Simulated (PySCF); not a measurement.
Ga(F)(SiH3)2, SMILES [SiH3][Ga]([SiH3])[F] at its B3LYP/def2-SVP optimised geometry (Å):

```
10

Ga    -1.3368    -1.6015     1.9342
F     -0.6530    -3.2442     1.9772
Si    -2.8313    -1.2154     3.8194
H     -3.5259     0.1017     3.7006
H     -2.0449    -1.2214     5.0902
H     -3.8605    -2.2952     3.8908
Si    -0.5073    -0.3761     0.0000
H     -0.9863     1.0386     0.0000
H     -0.9844    -1.0386    -1.2515
H      0.9863    -0.3761     0.0000
```

Computed with B3LYP/def2-TZVP in PySCF 2.14.0.

Map of the Laplacian of the electron density (e/bohr⁵) on the plane z = 1.0 Å:

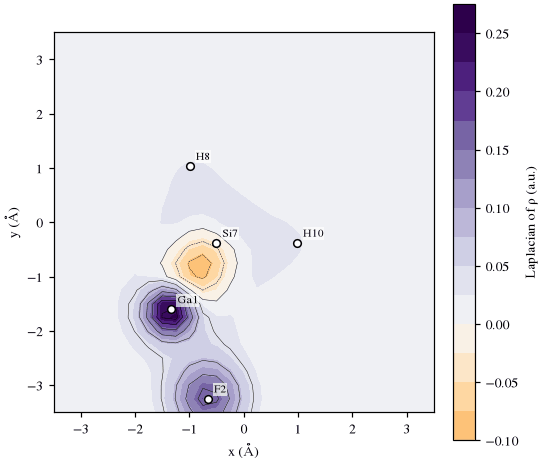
Figure. Laplacian of the electron density (e/bohr⁵) on the plane z = 1.0 Å.
